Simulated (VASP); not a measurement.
Band structure of ZrGe (space group Pnma). Computed with r2SCAN meta-GGA, VASP's PBE PAW potentials (set 64) (plane waves; VASP).

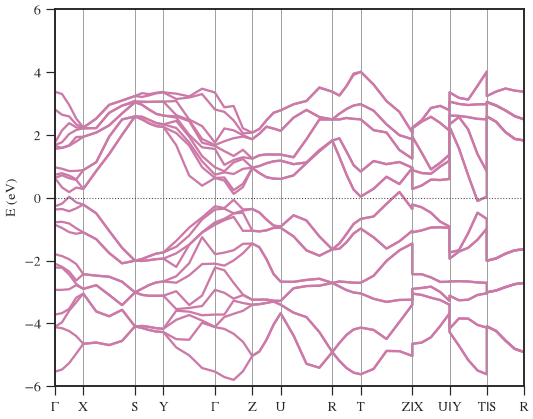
Figure. Bands along high-symmetry lines, zero at the valence-band maximum or, without a gap, the Fermi level

Read the plot: is there a gap, and where are the band edges?

It has no gap at this level: it comes out as a metal or semimetal.

The structure comes from a computed database's ZrGe entry (Pnma); how it stands against other phases isn't given here. It was relaxed first.
